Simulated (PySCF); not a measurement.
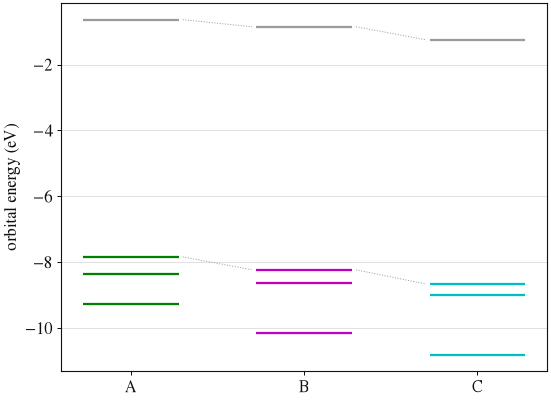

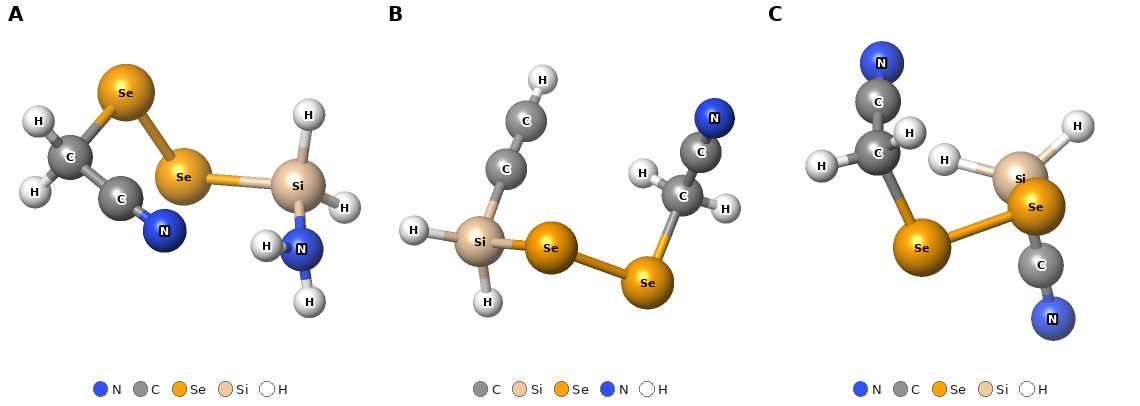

Related molecules: A is C₂H₆N₂Se₂Si, SMILES N#CC[Se][Se][SiH2]N; B is C₄H₅NSe₂Si, SMILES C#C[SiH2][Se][Se]CC#N; C is C₃H₄N₂Se₂Si, SMILES N#CC[Se][Se][SiH2]C#N. Frontier orbital energies, CAM-B3LYP/def2-SVPD, PySCF 2.14.0, at a GFN2-xTB geometry (no frequency check); drawn are at most three filled levels and, in grey, the LUMO with any level within 0.03 eV of it; dotted lines join the HOMOs and the LUMOs.

> What does the change do to the frontier levels?

From A to B the HOMO falls by 0.40 eV and the LUMO falls by 0.22 eV, so the separation goes from 7.20 to 7.38 eV. From A to C the HOMO falls by 0.82 eV and the LUMO falls by 0.61 eV, so the separation goes from 7.20 to 7.41 eV.

Limits of at least one run: one conformer of a flexible molecule; spin-orbit coupling is left out, and with Se it can shift these levels and split any degenerate set; the tight-binding geometry is rougher than a DFT one and adds to the error.
